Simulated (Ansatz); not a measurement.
```tsv
atom	x (Å)	y (Å)	z (Å)
Si	-0.6780	-0.6497	-0.1396
F	0.8267	-0.6863	0.5428
F	-0.5910	-1.6644	-1.3978
F	-1.1454	0.7743	-0.7287
H	-1.6497	-1.1127	0.8700
H	1.9872	1.1569	0.6104
Cl	1.2502	2.1819	0.2429
```

Not at a stationary point (largest force 0.8 eV/Å).

Level of theory: UKS BLYP-D4/def2-SVP (Ansatz).

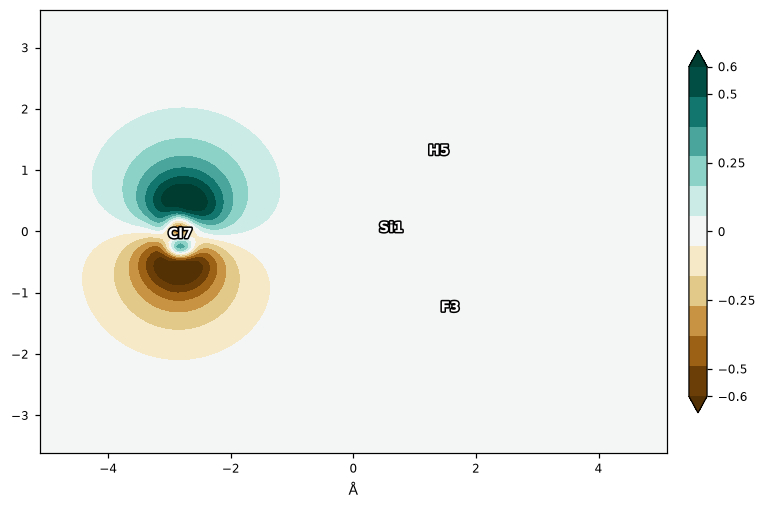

F₃HSi···HCl. The HOMO−1 on the plane of atoms F3, Si1 and H5 (values in Å⁻³ᐟ²; the overall sign is arbitrary).

**Where does this orbital lie, and at what energy?**

It lies mainly on Cl7 (about 95 %); largely a lone pair of Cl7. Its energy is −7.22 eV.
